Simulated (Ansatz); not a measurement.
The starting structures come from a database of crystals and need not be the phases stable at ambient conditions.

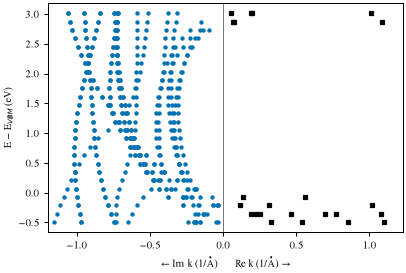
Figure: Complex bands at the centre of the two-dimensional zone; r2SCAN in Ansatz (an electronic-structure program)

The gap is the functional's own. No spin-orbit coupling. Mid-gap values are interpolated on the energy grid.

**Question.** This is LiNbO3 (R-3c, not sure to be the ambient phase, 10 atoms a cell, 11.1 Å³ an atom, -9 GPa at this level) along the normal of (110). Read off the slowest decay at the centre of the two-dimensional zone at 1.33 eV, the computed energy nearest the middle of the gap.

**Answer.** κ ≈ 0.31 1/Å, a decay length 1/(2κ) of the density of 1.6 Å.
